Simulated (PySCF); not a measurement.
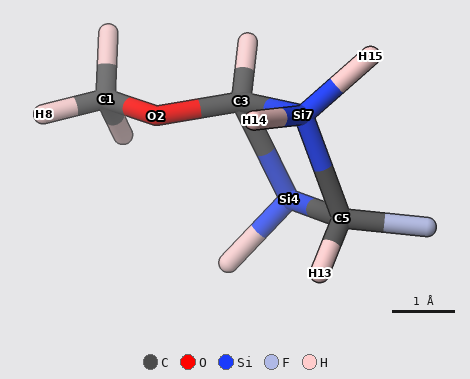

Figure 1. The structure (stick view, seen at a tilt; atoms are numbered from 1 in the order of the input). Bond lengths as drawn: C–F 1.40 Å, C–H 1.09 to 1.10 Å, C–O 1.40 to 1.43 Å, C–Si 1.93 to 1.95 Å and H–Si 1.46 to 1.47 Å.

## C3H8FOSi2: EPR calculation

- system: C3H8FOSi2, multiplicity 2
- method: UKS B3LYP, pcH-1 on C F H O Si, non-relativistic, mean-field spin-orbit, GIAO (PySCF 2.14.0)

It belongs to a series of runs on one base structure; here: H removed from Si.

The program's output:
```
UKS, coarse grid
  cycle   1  E = -873.01659180  |g| = 5.43e-01
  cycle   2  E = -872.65462042  |g| = 1.07e+00
  cycle   3  E = -873.10606880  |g| = 1.89e-01
  cycle   4  E = -873.11960794  |g| = 6.80e-02
  cycle   5  E = -873.12100818  |g| = 1.57e-02
  cycle   6  E = -873.12109284  |g| = 6.77e-03
  cycle   7  E = -873.12111532  |g| = 2.20e-03
  cycle   8  E = -873.12111842  |g| = 1.07e-03
  cycle   9  E = -873.12111863  |g| = 3.42e-04
UKS, final grid
  cycle   1  E = -873.12113351  |g| = 5.12e-04
  cycle   2  E = -873.12113325  |g| = 9.84e-04
  cycle   3  E = -873.12113363  |g| = 5.38e-05
  cycle   4  E = -873.12113363  |g| = 2.12e-05
E = -873.12113363 Eh   <S^2> = 0.7522 (exact 0.7500)
g shifts (ppm)      1          2          3
  rmc          -152       -152       -152
  gc             29         73         59
  oz_so         -39        744       1917
  total        -162        665       1825
hyperfine (MHz)  atom isotope    a_iso     a_fc   dipolar eigenvalues
    0   13C      -0.60      -0.61     -0.53     -0.23      0.76
    1   17O      -7.00      -6.98    -22.99     11.05     11.93
    2   13C      21.19      21.13     -8.44     -7.37     15.81
    3  29Si    -393.93    -394.74   -164.40     81.23     83.17
    4   13C       2.21       2.21     -5.96     -5.77     11.73
    5   19F      54.02      53.58    -16.62     -7.09     23.71
    6  29Si     -24.37     -24.38     -3.28      1.36      1.91
    7    1H       0.11       0.10     -1.24     -0.89      2.13
    8    1H       6.09       6.09     -2.10     -1.19      3.29
    9    1H       3.92       3.92     -1.34     -0.84      2.18
   10    1H      -2.29      -2.29     -4.41     -2.89      7.30
   11    1H      47.57      47.55     -8.57      1.10      7.47
   12    1H      14.28      14.28     -4.45      0.22      4.23
   13    1H       3.61       3.61     -1.06     -0.82      1.88
   14    1H      23.04      23.05     -1.41     -0.59      1.99
```

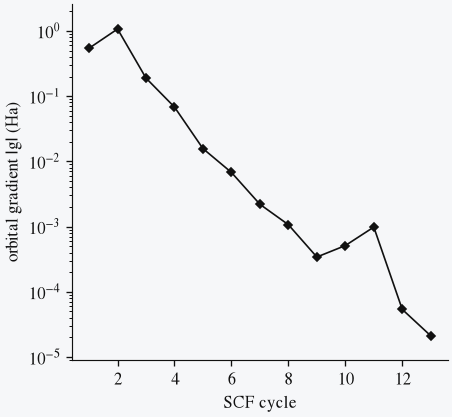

Figure 2. Convergence of the self-consistent field: orbital gradient |g| against the SCF cycle. All cycles printed in the log are drawn one after another.

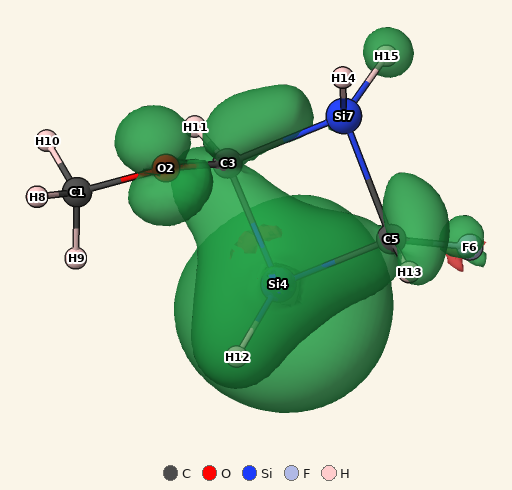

Figure 3. Isosurfaces of the spin density at +0.008 (green) and −0.008 e/Å³ (red), seen face on. The unpaired spin (1 electron) lies mostly on Si4 (about 0.7), in electrons by Hirshfeld's partition.

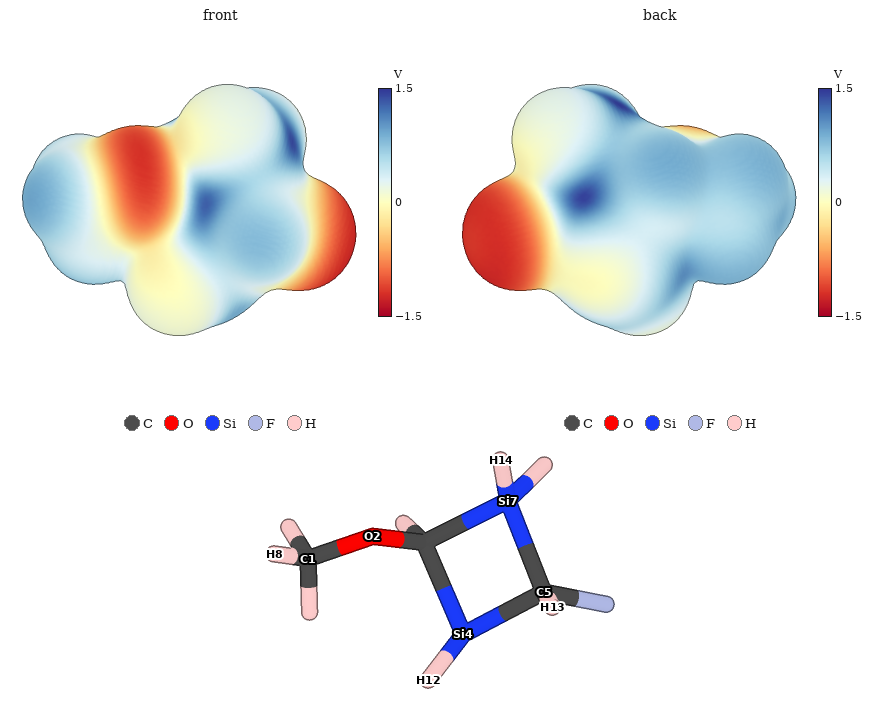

Figure 4. The electrostatic potential painted on the density surface at 0.002 e/bohr³, seen at a tilt and from behind; the colour scale runs from red (negative) to blue (positive). The bare structure is drawn below in the same view. A positive charge is drawn to the negative regions and a negative charge to the positive ones.

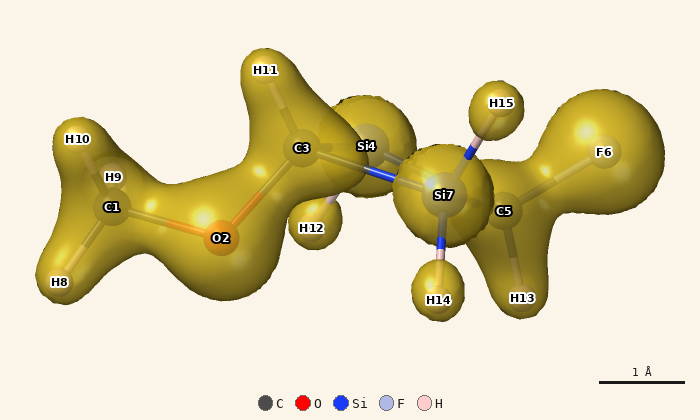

Figure 5. Isosurface of the total electron density at 1 e/Å³ (yellow), seen from the side. At this value the surface falls into seven separate pieces. It is pinched off along the C–Si (1.93 Å) contacts. On the grid the lowest density along these lines, outside the cores, is 1.6 e/Å³ (C–F, 1.40 Å), 1.8 e/Å³ (C–O, 1.40 Å), 0.75 e/Å³ (C–Si, 1.93 Å) and 1.9 e/Å³ (C–H, 1.09 Å).

This output came from the following input.

Input:
```
{"job": {"kind": "epr", "basis": "pcH-1"}, "charge": 0, "multiplicity": 2}
C     -2.391648    -0.488772     0.457014
O     -1.315713     0.371907     0.209473
C     -0.284380    -0.222476    -0.575226
Si     0.954301    -1.184417     0.591129
C      2.199700     0.287343     0.287464
F      3.460504    -0.064303    -0.195800
Si     1.038712     1.112421    -1.024406
H     -3.090692     0.048642     1.096111
H     -2.059596    -1.404525     0.962837
H     -2.894074    -0.772592    -0.476974
H     -0.736783    -0.758837    -1.417765
H      0.507573    -1.230845     1.992397
H      2.405168     0.888425     1.179459
H      0.635239     2.481820    -0.732949
H      1.567275     0.944199    -2.374676
```

The first line tells a small driver script what to run in PySCF; the rest is the geometry in Å.

Launch command:
```bash
OMP_NUM_THREADS=1 python <driver script> task.json out
```

Key numbers:

```json
{"quantity": "outcome", "value": "converged"}
{"quantity": "total energy", "value": "−873.121134 hartree"}
{"quantity": "⟨S²⟩", "value": "0.752"}
{"quantity": "isotropic g", "value": "2.0031"}
{"quantity": "hardware", "value": "1 CPU thread, shared host"}
{"quantity": "wall time", "value": "91 s"}
{"quantity": "peak memory", "value": "1 GiB"}
```
